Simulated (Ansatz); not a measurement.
TiSi2, pressure series

Base system: TiSi2 (space group Cmcm, No. 63; a = 3.515 Å, b = 13.348 Å, c = 3.557 Å).

Cell and atoms are relaxed at each pressure.

Computed with Ansatz (a quantum-chemistry and plane-wave program) PBEsol, no spin-orbit coupling.

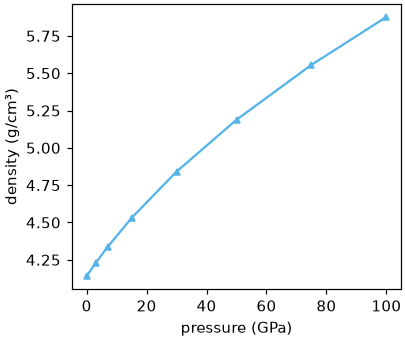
Figure: Density against pressure

| pressure (GPa) | density |
|---|---|
| 3 | 4.23 g/cm³ |
| 7 | 4.34 g/cm³ |
| 15 | 4.53 g/cm³ |
| 30 | 4.84 g/cm³ |
| 50 | 5.19 g/cm³ |
| 75 | 5.56 g/cm³ |
| 100 | 5.88 g/cm³ |

Load acts through the strain it causes; cell and atoms are relaxed under it. Stability against distortions was not tested. No other phases were tried under pressure. The final runs are not spin-polarised.
